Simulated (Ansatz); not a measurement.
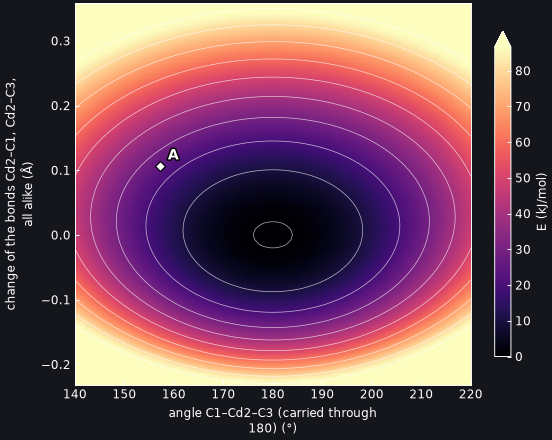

C₂H₆Cd, SMILES [CH3][Cd][CH3]. 
- Coordinates scanned: (1) angle C1–Cd2–C3 (carried through 180); (2) change of the bonds Cd2–C1, Cd2–C3, all alike.
- Nothing is relaxed (all other coordinates rigid).
- The scan uses a 15 × 15 grid.
- Points are written as (first, second).
- Energies: kJ/mol, counted from the lowest grid point.
- These are results of RKS PBE0-D4/def2-TZVP in Ansatz 0.2.0, not measurements.

In the figure: a smooth colour map with a few white contour lines, one colour for all values above the top of the scale, the point A. Between grid points the surface is interpolated.

**Which way does the force act at A, and how strong is it?**

A, at (157.1°, 0.106 Å), is not a stationary point. The computed force is 1.2 kJ/mol for each degree towards larger values of the first coordinate and 179 kJ/mol for each Å towards smaller values of the second coordinate.
